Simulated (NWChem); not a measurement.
# One shape, several levels: HBS (hydrogen boron sulfide)

Wanted: a comparison of 6 runs (HF/def2-SVP, B3LYP/def2-TZVPPD, SVWN5/def2-TZVP, B3LYP/def2-SVP, PBE/def2-TZVPPD, r2SCAN/def2-TZVPPD) of HBS (hydrogen boron sulfide). 

The calculation is run with NWChem 7.3.0.

3 further runs of the same task are left out: 3 set aside as unsound or not needed. Runs told in other sessions of the task aren't counted.

### 1 The molecule

HBS has 3 atoms, charge 0, and is taken as a singlet. As SMILES, `B=S`. Geometry: relaxed at PBE0-D4/def2-TZVP.

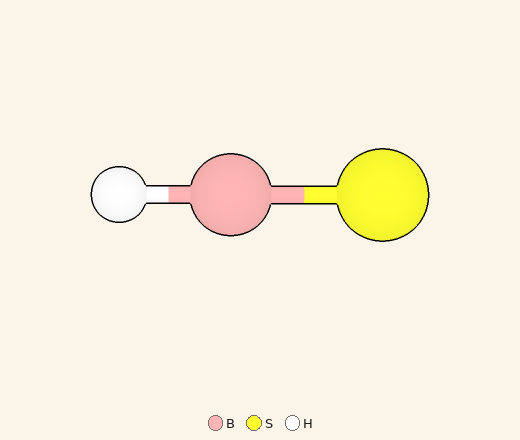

Viewed from a chosen angle; boron pink, sulfur yellow, hydrogen white.

### 2 Energy and gradient at HF/def2-SVP (run 1)

The input, calc.nw:

```
start calc
title "BHS"
memory total 2200 mb

geometry units angstroms noautosym nocenter noautoz
  B    -0.038660   -0.014560    0.134750
  S     0.399170    0.147640   -1.393290
  H    -0.360510   -0.133080    1.258530
end

basis "ao basis" spherical bse
  * library def2-SVP
end

scf
  singlet
  rhf
  thresh 1e-08
  maxiter 80
end

task scf gradient
```

Command:

```sh
nwchem calc.nw > calc.out
```

The program printed:

```text
[...]
  functions       =    37
[...]
  wavefunction    = RHF
[...]
         Total SCF energy =   -422.666818429219
      One-electron energy =   -646.184485534132
      Two-electron energy =    191.716579974519
 Nuclear repulsion energy =     31.801087130395
        Time for solution =      0.7s
[...]
                         RHF ENERGY GRADIENTS
    atom               coordinates                        gradient
                 x          y          z           x          y          z
   1 B      -0.073057  -0.027514   0.254641   -0.000814  -0.000342   0.002811
   2 S       0.754322   0.278999  -2.632936    0.000364   0.000153  -0.001257
   3 H      -0.681265  -0.251485   2.378277    0.000450   0.000190  -0.001554
[...]
```

Run time: 1.5 s. Hardware: 1 thread of Intel Xeon 6975P-C (Granite Rapids), shared host; peak memory 0.1 GiB.

### 3 Energy and gradient at B3LYP/def2-TZVPPD (run 2)

The input, bhs.xyz:

```xyz
3

B     -0.038660    -0.014560     0.134750
S      0.399170     0.147640    -1.393290
H     -0.360510    -0.133080     1.258530
```

The input, bhs.nw:

```
start bhs
memory 2200 mb

geometry noautosym nocenter noautoz
  load bhs.xyz
end

basis spherical bse
  * library def2-TZVPPD
end

dft
  xc b3lyp
  grid fine
  convergence energy 1e-08
  maxiter 100
  mulliken
  print low
end

task dft gradient
```

Command:

```sh
nwchem bhs.nw > bhs.out
```

The program printed:

```text
[...]
 d= 0,ls=0.0,diis     1   -423.6409561397 -4.55D+02  7.81D-03  6.14D-01     1.2
[...]
 d= 0,ls=0.0,diis     8   -423.6945592341  2.55D-09  2.06D-06  1.33D-07     7.8
         Total DFT energy =     -423.694559234080
      One electron energy =     -646.705871652936
           Coulomb energy =      221.321648339973
    Exchange-Corr. energy =      -30.111423051511
 Nuclear repulsion energy =       31.801087130395
[...]
      Total Density - Mulliken Population Analysis
     ---------------------------------------------
    Atom       Charge   Shell Charges
 -----------   ------   -------------------------------------------------------
    1 B    5     4.82   0.92  1.05  0.59  0.37 -0.00  0.00  0.92  0.77  0.10  0.03  0.05  0.01  0.01
    2 S   16    16.27   2.01  0.47  1.48  1.13  0.82  0.05  4.19  1.66  0.98  2.24  1.14  0.04  0.00  0.02  0.03  0.01  0.00
    3 H    1     0.91   0.26  0.43  0.18  0.00  0.00  0.03 -0.00
[...]
                         DFT ENERGY GRADIENTS
    atom               coordinates                        gradient
                 x          y          z           x          y          z
   1 B      -0.073057  -0.027514   0.254641    0.001266   0.000430  -0.004446
   2 S       0.754322   0.278999  -2.632936   -0.000427  -0.000143   0.001503
   3 H      -0.681265  -0.251485   2.378277   -0.000839  -0.000288   0.002943
 Task  times  cpu:       14.3s     wall:       14.3s
 Total times  cpu:       14.3s     wall:       14.3s
```

Wall time 15 s (1 thread of Intel Xeon 6975P-C (Granite Rapids), shared host); peak memory 0.13 GiB.

Runs 3 to 5 aren't shown in full; the table further down has their settings and results.

### 4 Energy and gradient at r2SCAN/def2-TZVPPD (run 6)

The input, bhs.nw:

```
start bhs
memory 2200 mb
charge 0

geometry noautosym nocenter noautoz
B    -0.038660   -0.014560    0.134750
S     0.399170    0.147640   -1.393290
H    -0.360510   -0.133080    1.258530
end

basis spherical bse
* library def2-TZVPPD
end

dft
xc r2scan
grid fine
convergence energy 1e-08
iterations 100
mulliken
end

task dft gradient
```

Command:

```sh
nwchem bhs.nw > bhs.out
```

The program printed:

```text
[...]
          Wavefunction type:  closed shell.
          No. of atoms     :     3
          No. of electrons :    22
[...]
          Charge           :     0
          Spin multiplicity:     1
[...]
          AO basis - number of functions:   105
[...]
              XC Information
              --------------
                      r^2SCAN Method XC Functional
               r^2SCAN metaGGA Exchange Functional  1.000
                     r^2SCAN Correlation Potential  1.000
[...]
 d= 0,ls=0.0,diis     1   -423.5750322516 -4.55D+02  8.83D-03  5.63D-01     1.4
[...]
 d= 0,ls=0.0,diis     8   -423.6242124327  5.60D-09  4.94D-06  4.62D-07     8.7
         Total DFT energy =     -423.624212432725
      One electron energy =     -646.671092793912
           Coulomb energy =      221.291985882422
    Exchange-Corr. energy =      -30.046192651630
 Nuclear repulsion energy =       31.801087130395
[...]
      Total Density - Mulliken Population Analysis
     ---------------------------------------------
    Atom       Charge   Shell Charges
 -----------   ------   -------------------------------------------------------
    1 B    5     4.82   0.92  1.05  0.56  0.48 -0.02 -0.00  0.90  0.81  0.05  0.03  0.06 -0.01  0.02
    2 S   16    16.29   2.01  0.48  1.48  1.08  0.86  0.06  4.19  1.66  0.94  2.30  1.12  0.04  0.00  0.02  0.03  0.01  0.00
    3 H    1     0.89   0.26  0.45  0.15  0.00  0.01  0.02  0.00
[...]
  wavefunction    = closed shell
                         DFT ENERGY GRADIENTS
    atom               coordinates                        gradient
                 x          y          z           x          y          z
   1 B      -0.073057  -0.027514   0.254641    0.001169   0.000396  -0.004106
   2 S       0.754322   0.278999  -2.632936   -0.000883  -0.000312   0.003095
   3 H      -0.681265  -0.251485   2.378277   -0.000285  -0.000084   0.001012
[...]
```

Wall time 17 s (1 thread of Intel Xeon 6975P-C (Granite Rapids), shared host); peak memory 0.13 GiB.

### 5 All runs side by side

```
run               level  iteration cap  module  energy (Eh)  dipole moment (D)  HOMO energy (eV)  LUMO energy (eV)  wall time
  1         HF/def2-SVP             80     scf  -422.666818               1.93            -10.93              2.59      1.5 s
  2   B3LYP/def2-TZVPPD            100     dft  -423.694559                  –                 –                 –       15 s
  3     SVWN5/def2-TZVP            100     dft  -422.011106                  –                 –                 –        9 s
  4      B3LYP/def2-SVP            100     dft  -423.528405               1.23             -8.17             -1.12      3.6 s
  5     PBE/def2-TZVPPD            100     dft  -423.455737               1.23             -7.43             -2.17       18 s
  6  r2SCAN/def2-TZVPPD            100     dft  -423.624212               1.38             -7.66             -1.88       17 s
```

### 6 Summary of results

```
                       quantity          value
            run 6: total energy  -423.62421 Eh
           run 6: dipole moment         1.38 D
             run 6: HOMO energy       -7.66 eV
             run 6: LUMO energy       -1.88 eV
           run 6: HOMO–LUMO gap        5.78 eV
run 6: largest force on an atom     0.220 eV/Å
```

What this shows: Over runs 1, 4, 5, 6 the dipole moment (its size) runs from 1.23 D (PBE/def2-TZVPPD) to 1.93 D (HF/def2-SVP). The two ends differ in method and basis. Over runs 1, 4, 5, 6 the HOMO–LUMO gap runs from 5.26 eV (PBE/def2-TZVPPD) to 13.52 eV (HF/def2-SVP). Totals of different functionals can't be ranked against each other. All runs together took 63 s, the longest 18 s.
